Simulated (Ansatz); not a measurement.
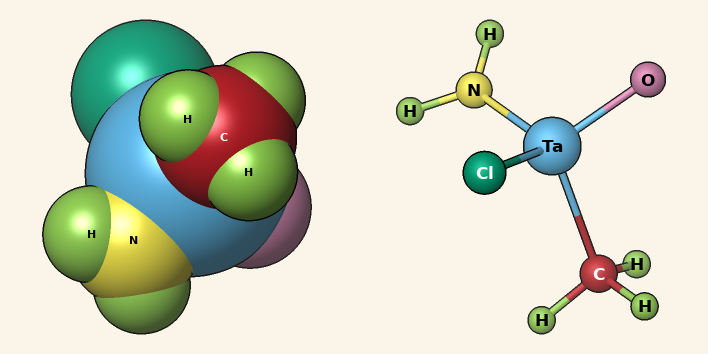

Two views of one molecule.

Charge 0, singlet. The computed structure is the end point of a PBE0-D4/def2-TZVP optimisation.

Identify the structure.

Formula CH₅ClNOTa. Its SMILES string is `[CH3][Ta@]([NH2])(=[O])[Cl]`. The point group is C1. Coordination: 1 C tetrahedral; 1 Ta tetrahedral; 1 N trigonal planar.

The parts below concern this one geometry. Atoms keep their numbers from picture to picture.

**Geometry**

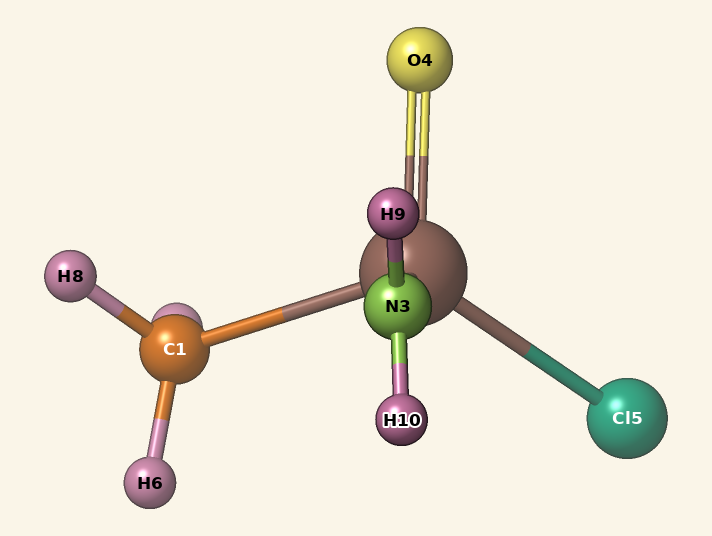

Ta2 lies behind N3. The molecule seen nearly along the N3–Ta2 bond, N3 in front. Depth is shown by fading: the farther an atom, the more it takes the colour of the background.

What is the torsion angle H9–N3–Ta2–Cl5? The sign is positive where the front bond must turn clockwise to cover the back bond.

128°, anticlinal.

**Dipole moment**

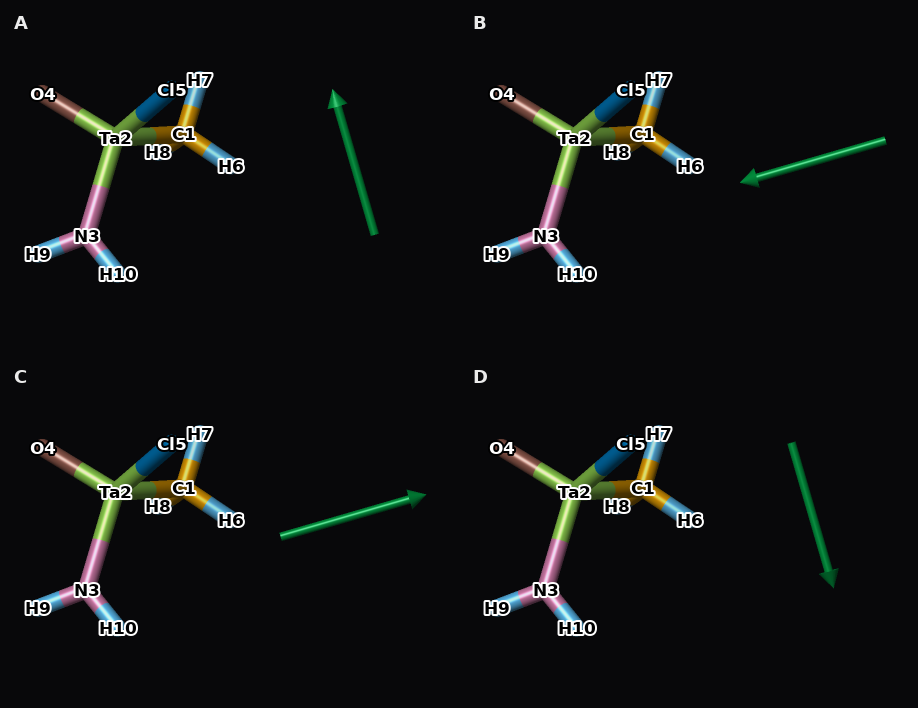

The same molecule four times, each with an arrow. Method: RKS PBE-D4/def2-TZVPP, core potentials on Ta (Ansatz 0.2.0).

Which arrow points along the dipole moment, from the negative to the positive end?

D. The dipole moment is 3.54 D; it points from the side of O4 to the side of H10 (the outermost atoms at the two ends).

**Charges**

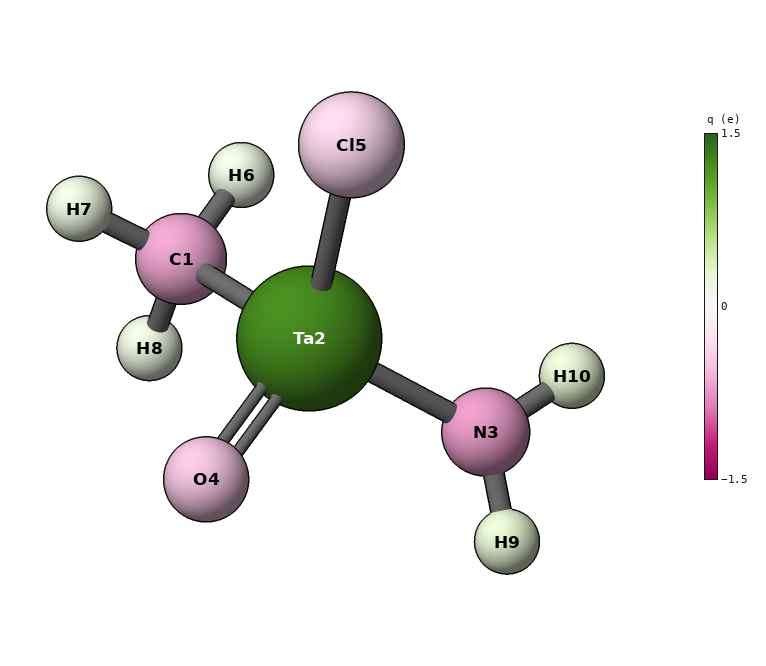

Atoms are coloured by their Mulliken charges. Level of theory: RKS PBE0-D4/def2-TZVP, core potentials on Ta (Ansatz 0.2.0).

List the Mulliken charges.

| atom | value (e) |
| --- | --- |
| C1 | −0.67 |
| Ta2 | 1.24 |
| N3 | −0.72 |
| O4 | −0.49 |
| Cl5 | −0.37 |
| H6 | 0.15 |
| H7 | 0.17 |
| H8 | 0.17 |
| H9 | 0.27 |
| H10 | 0.26 |

**Vibrations**

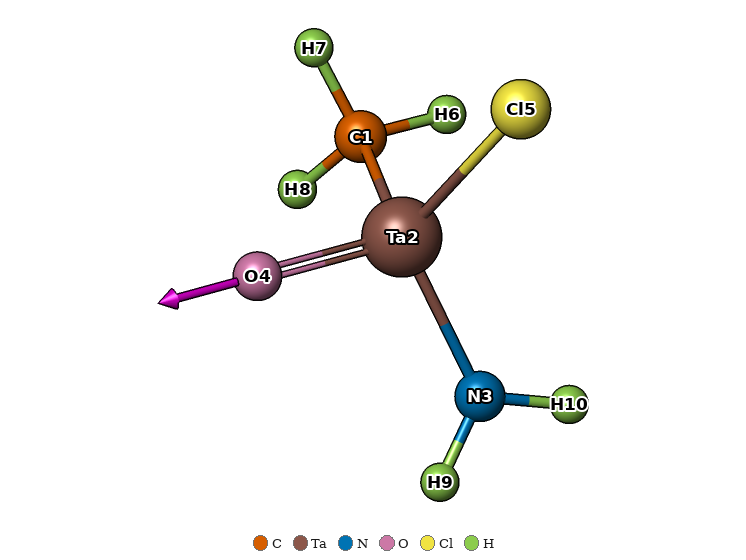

The arrows show one normal mode. Harmonic vibrations computed with RKS PBE0-D4/def2-TZVP, core potentials on Ta (Ansatz 0.2.0) at a stationary point of the same level.

What kind of motion is it?

Mostly Ta–O stretching.

Estimate its harmonic wavenumber.

1018 cm⁻¹; it is mode 15 of 24 counted from the lowest.

**Thermal motion**

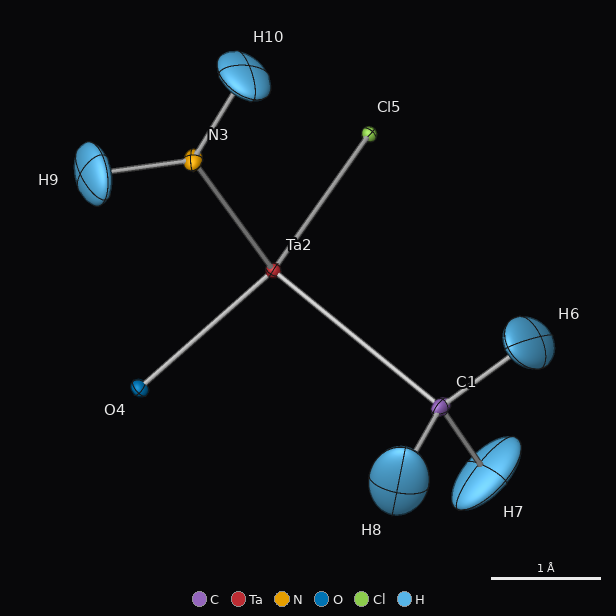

Displacement ellipsoids at the 50 % level, from the internal vibrations of the free molecule (harmonic, no overall translation or rotation; no half-axis is drawn under 0.075 Å). Vibrations computed with RKS PBE0-D4/def2-TZVP, core potentials on Ta (Ansatz 0.2.0). Temperature: 100 K.

Which atom moves most?

H8, with U_eq = 0.0404 Å².

Does H6 move more along its bond or across it?

Across it: the root-mean-square amplitude is 0.092 Å along the bond and up to 0.278 Å across, since bending and torsion are softer than stretching.

List U_eq and the three principal root-mean-square amplitudes for each kind of atom.

```json
{"atom": "C1", "U_eq (Å²)": "0.0041", "rms amplitudes (Å)": "0.048, 0.058, 0.082"}
{"atom": "Ta2", "U_eq (Å²)": "0.00015", "rms amplitudes (Å)": "0.010, 0.013, 0.014"}
{"atom": "N3", "U_eq (Å²)": "0.0038", "rms amplitudes (Å)": "0.040, 0.059, 0.080"}
{"atom": "O4", "U_eq (Å²)": "0.0030", "rms amplitudes (Å)": "0.034, 0.059, 0.067"}
{"atom": "Cl5", "U_eq (Å²)": "0.0015", "rms amplitudes (Å)": "0.034, 0.037, 0.045"}
{"atom": "H6", "U_eq (Å²)": "0.0380", "rms amplitudes (Å)": "0.090, 0.170, 0.278"}
{"atom": "H7", "U_eq (Å²)": "0.0403", "rms amplitudes (Å)": "0.092, 0.175, 0.286"}
{"atom": "H8", "U_eq (Å²)": "0.0404", "rms amplitudes (Å)": "0.101, 0.179, 0.281"}
{"atom": "H9", "U_eq (Å²)": "0.0267", "rms amplitudes (Å)": "0.086, 0.163, 0.215"}
{"atom": "H10", "U_eq (Å²)": "0.0269", "rms amplitudes (Å)": "0.083, 0.167, 0.214"}
```

Mulliken values depend strongly on the basis set and can even reverse the polarity of a bond.
